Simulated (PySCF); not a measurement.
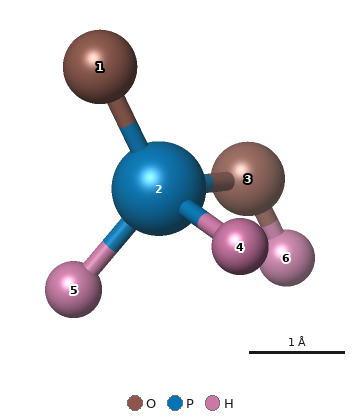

Figure 1. The structure as given in the input (ball-and-stick view, seen at a tilt; atoms are numbered from 1 in the order of the input).

**NMR shielding calculation, with input and output: PH3O2**

PH3O2, SMILES O=[PH2]O, computed with GIAO PBE0/pcSseg-1 NMR shielding, non-relativistic, gas phase (PySCF 2.14.0).

The geometry comes from this level: PBE0-D3(BJ)/def2-SVP. Figures and captions count atoms from 1; the log counts them from 0 in places.

Log:
```
coarse grid: 5656 points
cycle   1  E = -493.0517719716  dE =  5.829e-01  |g| = 1.053e+00  |ddm| = 2.263e+00
cycle   2  E = -492.2579470025  dE =  7.938e-01  |g| = 2.195e+00  |ddm| = 2.853e+00
cycle   3  E = -493.2456866777  dE = -9.877e-01  |g| = 2.954e-01  |ddm| = 2.345e+00
cycle   4  E = -493.2591824308  dE = -1.350e-02  |g| = 1.339e-01  |ddm| = 2.571e-01
cycle   5  E = -493.2621614746  dE = -2.979e-03  |g| = 8.895e-03  |ddm| = 7.186e-02
cycle   6  E = -493.2621800046  dE = -1.853e-05  |g| = 1.631e-03  |ddm| = 8.726e-03
cycle   7  E = -493.2621806036  dE = -5.990e-07  |g| = 3.746e-04  |ddm| = 1.911e-03
final grid: 50464 points
cycle   8  E = -493.3002560975  dE = -8.280e-06  |g| = 6.756e-03  |ddm| = 1.157e-02
cycle   9  E = -493.3002415294  dE =  1.457e-05  |g| = 1.120e-02  |ddm| = 1.184e-02
cycle  10  E = -493.3002634256  dE = -2.190e-05  |g| = 1.205e-03  |ddm| = 8.073e-03
cycle  11  E = -493.3002636887  dE = -2.631e-07  |g| = 2.634e-04  |ddm| = 9.178e-04
cycle  12  E = -493.3002637003  dE = -1.163e-08  |g| = 5.481e-05  |ddm| = 1.879e-04
cycle  13  E = -493.3002637009  dE = -5.749e-10  |g| = 8.363e-06  |ddm| = 5.378e-05
```

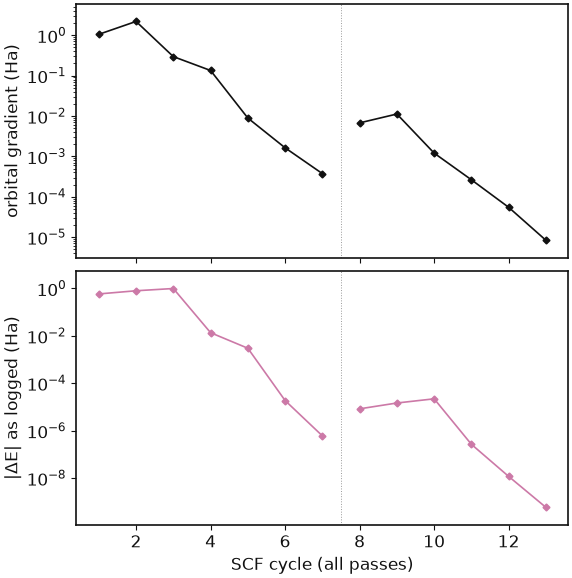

Figure 2. Convergence of the self-consistent field: orbital gradient and size of the energy change against the SCF cycle. The dotted line marks the change from a coarse to the final integration grid. The first 7 cycles use a coarse grid, the final grid takes over at cycle 8, and the field converges after 13 cycles in all.

```
converged SCF energy = -493.3002637009

GIAO shielding tensors (ppm)
atom      isotropic    diamagn.    paramagn.     s11        s22        s33       span
  0 O      181.503     392.754    -211.250     98.713    108.066    337.732    239.019
  1 P      336.552     963.635    -627.083    209.532    287.156    512.968    303.436
  2 O      247.330     391.815    -144.485    190.155    237.877    313.958    123.803
  3 H       23.796      27.916      -4.120     19.513     21.926     29.949     10.435
  4 H       23.796      27.866      -4.071     19.514     21.925     29.949     10.435
  5 H       29.564      31.320      -1.755     22.458     24.042     42.193     19.735
```

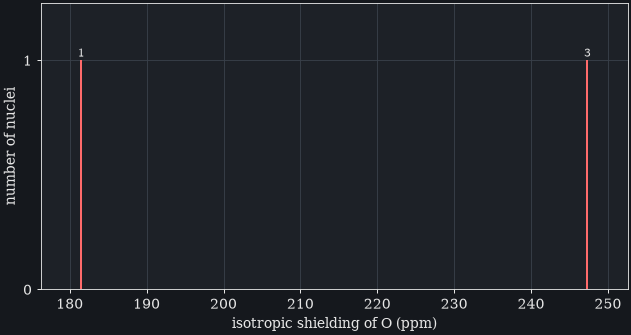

Figure 3. Isotropic shieldings of the oxygen nuclei in this fixed geometry, labelled by atom number; shielding grows to the right, so chemical shift grows to the left. The least shielded is O1 (181.5 ppm), the most shielded O3 (247.3 ppm).

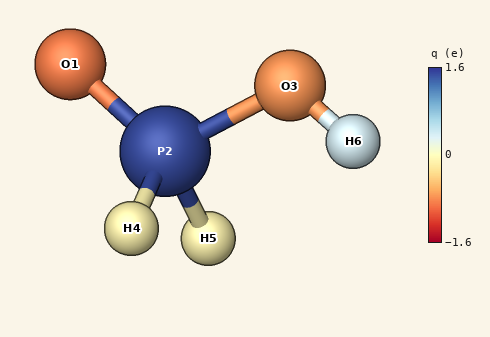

Figure 4. IAO charges, as the colour of each atom (ball-and-stick view, seen at a tilt; atoms are numbered from 1 in the order of the input). By element: O −0.86 to −0.76, P +1.48 and H −0.11 to +0.37 e.

This output came from the following input.

Input:
```
{"job": {"kind": "nmr", "xc": "PBE0", "basis": "pcSseg-1"}, "charge": 0, "multiplicity": 1}
O     -1.188902     1.344526    -0.333058
P     -0.406945     0.116604    -0.091697
O      1.178749     0.378001     0.108750
H     -0.764983    -0.642154     1.062162
H     -0.450926    -0.870549    -1.121199
H      1.702366    -0.418459     0.262601
```

The first line tells a small driver script what to run in PySCF; the rest is the geometry in Å.

Launch command:
```bash
OMP_NUM_THREADS=1 python <driver script> task.json out
```

Summary:

| quantity | value |
| --- | --- |
| outcome | converged |
| total energy | −493.300264 hartree |
| HOMO | −8.27 eV |
| LUMO | 0.34 eV |
| dipole moment | 5.03 D |
| isotropic shielding, O | 181.5 to 247.3 ppm |
| isotropic shielding, P | 336.6 ppm |
| isotropic shielding, H | 23.8 to 29.6 ppm |
| hardware | 1 CPU thread, shared host |
| wall time | 3 s |
| peak memory | 0.33 GiB |
